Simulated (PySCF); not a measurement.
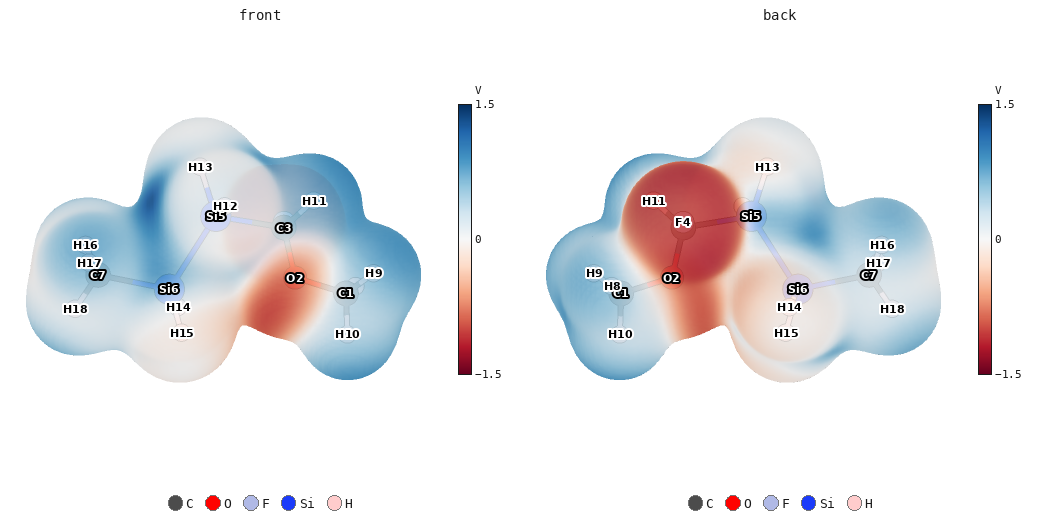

Figure 1: C3H11FOSi2. The molecular electrostatic potential painted on the density surface at 0.002 e/bohr³, seen from the front and from behind; red is negative and blue positive.

Geometry: GFN2-xTB.

The calculation used wB97X-D/def2-SVPD, SCF density, gas phase (PySCF).

Input

```
{"job": {"kind": "uv", "xc": "wB97X-D", "basis": "def2-SVPD", "nstates": 8, "ntriplets": 3}, "charge": 0, "multiplicity": 1}
C     -3.067809     0.636530    -0.750005
O     -1.729248     0.427425    -0.335469
C     -1.437002    -0.846514     0.095606
F     -1.502833    -1.727693    -0.989746
Si     0.365100    -0.742072     0.762226
Si     1.535205     0.531188    -0.778704
C      3.401990     0.292129    -0.488592
H     -3.360514    -0.094762    -1.509076
H     -3.750770     0.562028     0.104408
H     -3.104465     1.637980    -1.172664
H     -2.193873    -1.232585     0.797083
H      0.198924    -0.171929     2.109227
H      0.758961    -2.140922     0.984335
H      1.251612     0.168695    -2.175822
H      1.248803     1.969294    -0.642960
H      3.706383    -0.740355    -0.639922
H      3.685642     0.571607     0.522336
H      3.985136     0.906276    -1.168677
```

Launched as:

```sh
OMP_NUM_THREADS=1 python probes_run.py task.json out
```

> Describe the electrostatic potential map.

The most negative region (about −1.1 V) lies over F4, the most positive (about +1.2 V) over Si5.

> How polar is the molecule by this calculation?

Its dipole moment is 1.22 D.
